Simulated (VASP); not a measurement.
Band structure of ZrH2 (space group R3m). Level of theory: PBE GGA, VASP's PBE PAW potentials (set 64) (plane waves; VASP).

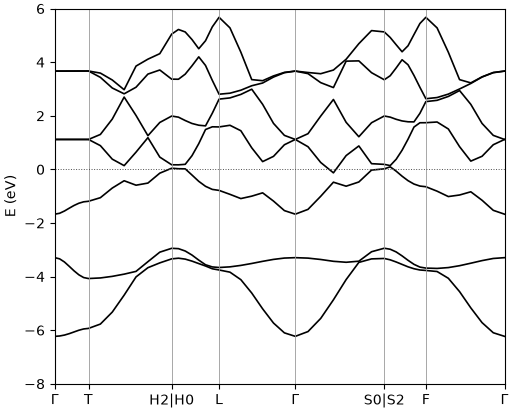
Bands along high-symmetry lines, zero at the valence-band maximum or, without a gap, the Fermi level

**Question.** Read the plot: is there a gap, and where are the band edges?

**Answer.** It has no gap at this level: it comes out as a metal or semimetal.

The structure was generated: ZrH2 was put into an ordered model structure, which need not be its known phase. The cell was not relaxed at this level.
